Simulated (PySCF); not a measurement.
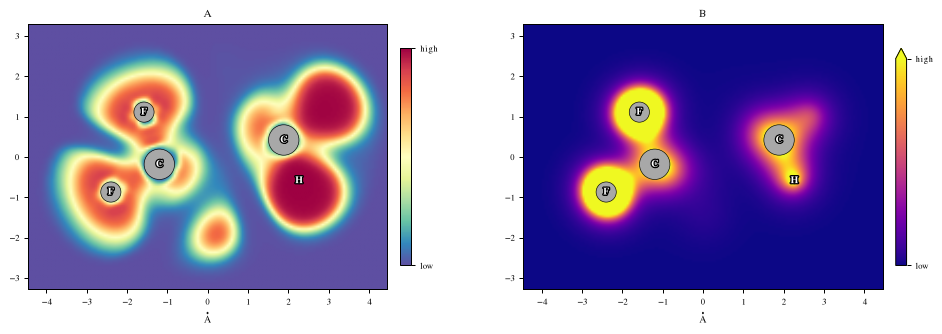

C$_{4}$H$_{6}$F$_{3}$O (SMILES C[C@H]([O-])CC(F)(F)F) (charge −1): 2 fields on the plane of atoms F6, C5 and F8, with unlabelled colour scales. Grey discs cover the atomic cores.

Geometry: GFN2-xTB.

The calculation used PySCF, PBE0/pcSseg-1, SCF density, gas phase, non-relativistic.

Question: The panels show electron density and electron localisation function in some order. Assign them.

Answer: Panel A: electron localisation function. Panel B: electron density. From the grid: C–F (1.35 Å): ρ at the midpoint is about 2.3 e/Å³, with its minimum of 1.9 e/Å³ about 0.5 Å from C; the ELF peaks at about 0.85 between the atoms: a polar covalent bond. C–H (1.09 Å): the density is about 1.9 e/Å³ at the midpoint; the ELF climbs to about 1 towards the hydrogen, as it does in any bond to H: a covalent bond by its length.
